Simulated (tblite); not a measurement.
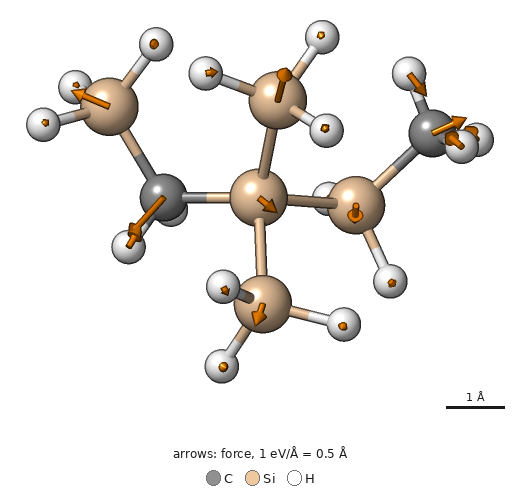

Starting geometry of C$_{2}$H$_{16}$Si$_{5}$ with the computed forces as orange arrows. Style: ball-and-stick. Shown at a tilt.

Level of theory: GFN2-xTB geometry optimisation, gas phase in tblite. 

**What follows when this structure is relaxed?**

It isn't relaxed: the largest force vector, on a C atom, is 2.16 eV/Å. The final displacements have little in common with the starting forces (cosine between the two patterns 0.14). After 216 geometry steps the energy has fallen by 0.973 eV. An H atom moves most after the best rigid fit: 2.44 Å. Largest moves by element: H 2.44 Å, Si 0.68 Å, C 0.38 Å. Among the contacts that change: Si–Si 2.212 → 2.342 Å, Si–Si 2.241 → 2.346 Å, C–Si 1.841 → 1.933 Å, C–Si 1.853 → 1.896 Å. Among the angles between lasting bonds that change: H–Si–H 113.2° → 106.0°, Si–Si–H 106.7° → 113.1°, Si–Si–C 114.4° → 108.0°. Groups turn about C–Si by about 45°, C–Si by about 45°, Si–Si by about 25°. The run took 5.1 s on 1 thread of Arm Neoverse N1 (shared host).
